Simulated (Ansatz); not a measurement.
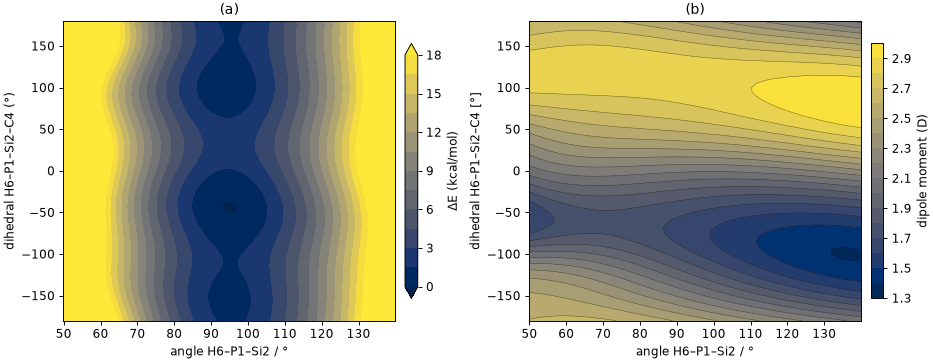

CH₃ClNPSi, SMILES P[Si]1(Cl)C=N1. The first coordinate is: angle H6–P1–Si2; the second: dihedral H6–P1–Si2–C4. Nothing is relaxed (all other coordinates rigid). The grid has 15 × 15 points. All energies are given in kcal/mol relative to the lowest grid point. Method: RHF/def2-SVP in Ansatz 0.2.0.

Panel (a) is the energy; panel (b) is the computed dipole moment, in D.

In the figure: filled contours, one colour for all values above the top of the scale. Between grid points the surface is interpolated.

Q: How does the dipole moment vary over the map, and what is it at the lowest grid point?

A: Leaving out the highest fifth of the energies, it runs from 1.41 D at angle H6–P1–Si2 = 133.5°, dihedral H6–P1–Si2–C4 = −108° to 2.99 D at angle H6–P1–Si2 = 133.5°, dihedral H6–P1–Si2–C4 = 84°. At the lowest grid point, angle H6–P1–Si2 = 94.9°, dihedral H6–P1–Si2–C4 = −36°, it is 1.78 D.
